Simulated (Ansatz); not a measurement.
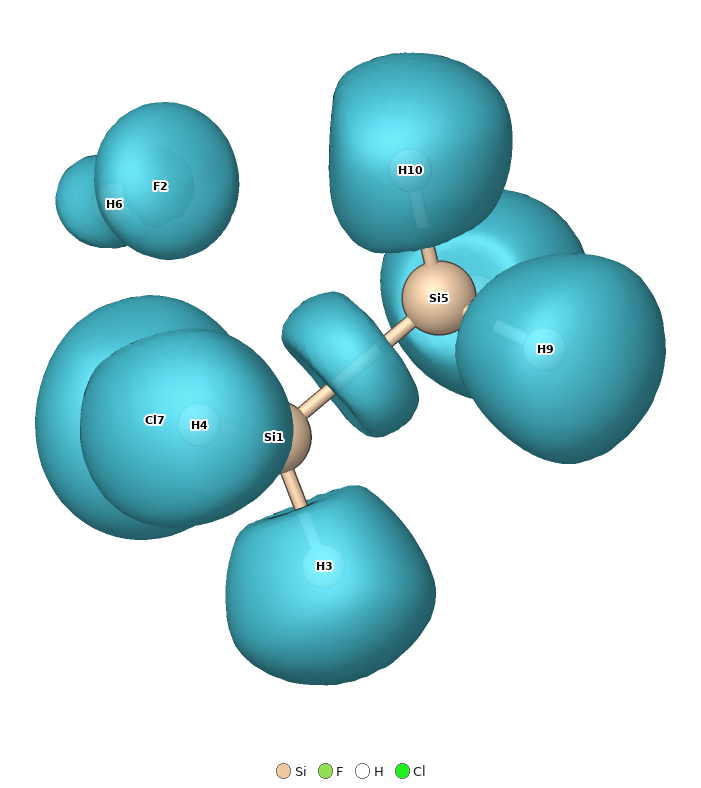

*ClH5Si2···HF. Isosurface of the electron localisation function at 0.75 (cyan), seen across its widest extent. Only the valence region is drawn (cores and ρ < 0.01 e/Å³ removed).*

Not at a stationary point (largest force 1.0 eV/Å).

Computed with Ansatz 0.2.0, RKS PBE0-D4/def2-SVP.

```xyz
10

Si   -0.9919    0.3406   -0.5457
F     1.5041    1.7227    0.3266
H    -2.2609   -0.2819   -1.0297
H    -1.3038    1.6499    0.0873
Si    0.1373   -1.2081    0.7980
H     1.7403    1.8028   -0.5485
Cl    0.1380    0.6913   -2.3040
H     0.7396   -2.2422   -0.0987
H    -0.8936   -1.8711    1.6567
H     1.1911   -0.6040    1.6581
```

### Identify the bonds, lone pairs and shells in this picture.

At this value the surface marks out one region between bonded Si–Si atoms (shared pairs), five regions around hydrogen nuclei, one region on Cl in which the atom's valence shell and bonds are merged and one joined region spread over several atoms (F, H), in which their bonds and any lone pairs are merged. Along the contacts the grid gives the following. Si1···F2 (2.98 Å): the ELF dips to about 0.05 between them. Si–Cl (2.12 Å): the ELF peaks at about 0.85 between the atoms (a polar covalent bond).
